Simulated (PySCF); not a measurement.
# GaHSeCl2 (SMILES [Cl][Ga]([Cl])[SeH]) at M06-2X/def2-SVP

Aim: the vertical ionisation energy of GaHSeCl2 at M06-2X/def2-SVP, from 2 runs. The job is set up through a Python script.

The calculation is run with PySCF 2.14.0.

## Step 1: The molecule

GaHSeCl2: 5 atoms, total charge 0, spin state singlet. SMILES: `[Cl][Ga]([Cl])[SeH]`. The shape is that of a PBE0-D4/def2-TZVP optimisation.

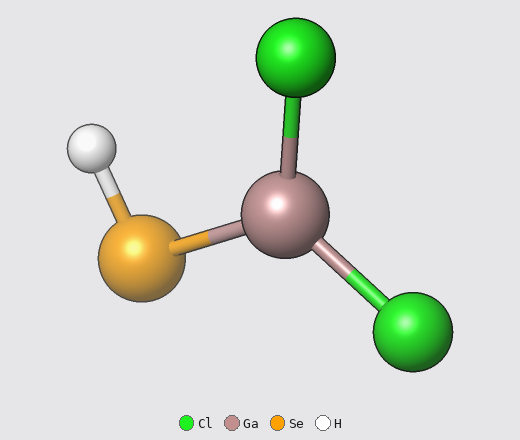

The structure, seen from a chosen angle (chlorine green, gallium pink, selenium orange, hydrogen white).

## Step 2: A single-point energy at M06-2X/def2-SVP

input.py reads:

```python
from pyscf import gto, dft

molecule = gto.M(
    atom='''
Cl     1.565200    -0.816300     1.955100
Ga     0.270800    -0.384500     0.326100
Cl    -0.593300    -2.024800    -0.717000
Se    -0.155400     1.797300    -0.258200
H     -1.037500     1.354700    -1.347300
''',
    verbose=3,
    charge=0,
    spin=0,
    basis='def2-svp',
    max_memory=1860,
)

calc0 = dft.RKS(molecule)
calc0.xc = 'm06-2x'
calc0.conv_tol = 1e-10
calc0.grids.level = 6
calc0.kernel()
if not calc0.converged:
    calc0 = calc0.newton().run(calc0.mo_coeff, calc0.mo_occ)

e_tot = calc0.e_tot
print('E(%s) = %.9f' % ('M06-2X', e_tot))
```

Command:

```console
$ OMP_NUM_THREADS=1 python input.py
```

Standard output:

```text
converged SCF energy = -5246.74268720738
E(M06-2X) = -5246.742687207
```

Wall time 58 s (1 thread of Arm Neoverse V1, shared host); peak memory 0.59 GiB.

## Step 3: The doublet cation at the same level

run.py reads:

```python
from pyscf import gto, dft

molecule = gto.Mole()
molecule.atom = '''
Cl     1.565200    -0.816300     1.955100
Ga     0.270800    -0.384500     0.326100
Cl    -0.593300    -2.024800    -0.717000
Se    -0.155400     1.797300    -0.258200
H     -1.037500     1.354700    -1.347300
'''
molecule.basis = 'def2-svp'
molecule.max_memory = 1860
molecule.verbose = 4
molecule.spin = 1
molecule.charge = 1
molecule.build()

myscf = dft.UKS(molecule, xc='m06-2x')
myscf.grids.level = 6
myscf.conv_tol = 1e-10
myscf.kernel()
if not myscf.converged:
    myscf = myscf.newton().run(myscf.mo_coeff, myscf.mo_occ)

e_final = myscf.e_tot
print('E(%s) = %.9f' % ('M06-2X', e_final))
```

Command:

```console
$ OMP_NUM_THREADS=1 python run.py
```

Standard output:

```text
PySCF version 2.14.0

[INPUT] num. atoms = 5
[INPUT] num. electrons = 99
[INPUT] charge = 1
[INPUT] spin (= nelec alpha-beta = 2S) = 1
[INPUT] symmetry False subgroup None
[INPUT] Mole.unit = angstrom
[INPUT] Symbol           X                Y                Z      unit          X                Y                Z       unit  Magmom
[INPUT]  1 Cl     1.565200000000  -0.816300000000   1.955100000000 AA    2.957799330169  -1.542583435482   3.694603546137 Bohr   0.0
[INPUT]  2 Ga     0.270800000000  -0.384500000000   0.326100000000 AA    0.511737834532  -0.726599694895   0.616239689221 Bohr   0.0
[INPUT]  3 Cl    -0.593300000000  -2.024800000000  -0.717000000000 AA   -1.121174509704  -3.826317457019  -1.354933631313 Bohr   0.0
[INPUT]  4 Se    -0.155400000000   1.797300000000  -0.258200000000 AA   -0.293663439757   3.396404763681  -0.487927285363 Bohr   0.0
[INPUT]  5 H     -1.037500000000   1.354700000000  -1.347300000000 AA   -1.960590854236   2.560011980948  -2.546028007627 Bohr   0.0

nuclear repulsion = 728.447111768309
number of shells = 43
number of NR pGTOs = 227
number of NR cGTOs = 105
basis = def2-svp
ecp = {}

[... 35 lines left out ...]
WARN: HOMO -0.3090788936174 >= LUMO -0.309078893617401
[... 58 lines left out ...]
converged SCF energy = -5246.37131897781  <S^2> = 0.75478421  2S+1 = 2.0047785
E(M06-2X) = -5246.371318978
```

Wall time 2.5 min (1 thread of Arm Neoverse V1, shared host); peak memory 0.62 GiB.

## Step 4: Outcome

Level: M06-2X/def2-SVP.

| quantity | value |
| --- | --- |
| singlet GaHSeCl2: total energy | -5246.74269 Eh |
| singlet GaHSeCl2: dipole moment | 1.52 D |
| singlet GaHSeCl2: HOMO energy | -8.93 eV |
| singlet GaHSeCl2: LUMO energy | -0.54 eV |
| singlet GaHSeCl2: HOMO–LUMO gap | 8.39 eV |
| doublet cation: total energy | -5246.37132 Eh |
| doublet cation: HOMO energy (highest over α and β) | -14.99 eV |
| doublet cation: LUMO energy (lowest over α and β) | -11.16 eV |
| doublet cation: ⟨S²⟩ | 0.755 |
| vertical ionisation energy (to the doublet cation) | 10.105 eV |

The vertical ionisation energy comes to 10.11 eV (975 kJ/mol). −ε(HOMO) before ionisation, 8.93 eV, is 1.17 eV below this ionisation energy. Mulliken charges (singlet GaHSeCl2) run from -0.26 on Cl3 to +0.67 on Ga2.
